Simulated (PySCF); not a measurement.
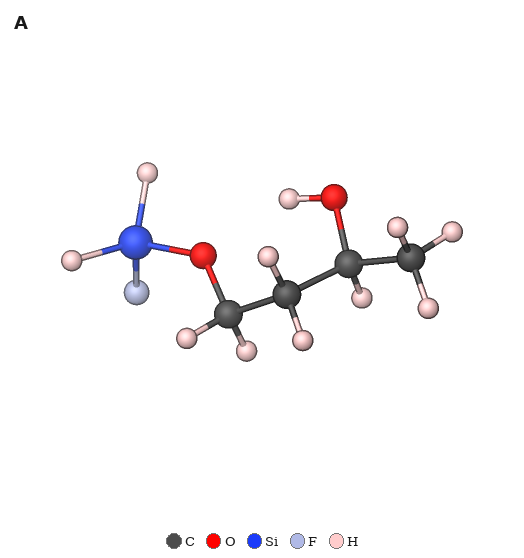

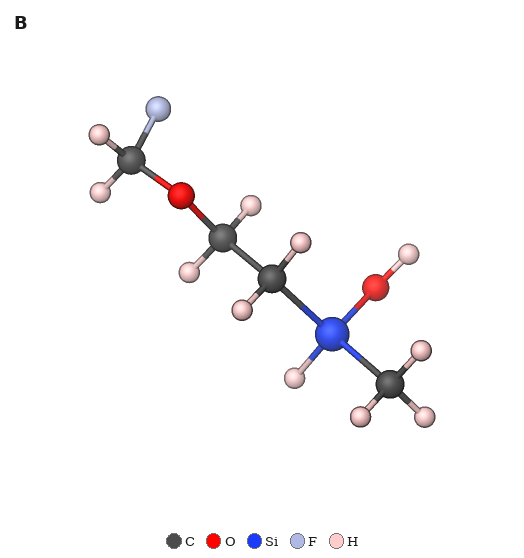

2 stationary structures of one formula. Geometries: GFN2-xTB. Electronic energies: PBE0/pcSseg-1 (PySCF 2.14.0), without zero-point energy. No frequency run is at hand to confirm each as a minimum. Each is one conformer, not always the lowest.

**Are they conformers, stereoisomers or constitutional isomers?**

They are constitutional isomers of C4H11FO2Si: A `C[C@H](O)CCO[SiH2]F`, B `C[Si@H](O)CCOCF`.

**Rank them by energy, lowest first.**

A is lowest; B lies 1.141 eV above it.

The geometry is semi-empirical. Around Si such bond lengths and angles can be off by a tenth of an ångström or more and by several degrees, and values that hang on the shape move with them.
